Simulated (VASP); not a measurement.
Band structure of AlAs (zinc blende). Computed with PBE GGA with D3 dispersion (Becke-Johnson damping), VASP's PBE PAW potentials (set 64) (plane waves; VASP).

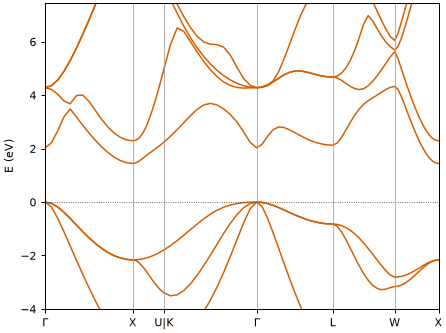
Figure: Bands along high-symmetry lines, zero at the valence-band maximum or, without a gap, the Fermi level

Problem. Read the plot: is there a gap, and where are the band edges?

Solution. The gap is indirect, 1.44 eV, from the valence maximum at Γ to the conduction minimum at X. (Edges off the drawn lines would not show.)

Measured: gap 2.28 eV (computed value off by -0.84 eV), as given by Wei Chen et al., Physical Review Materials (2018), doi:10.1103/physrevmaterials.2.073803 [zero-point renormalisation of 0.04 eV added back (the table's ZPR column)].

The compound is AlAs in the zinc blende structure. It was relaxed first.
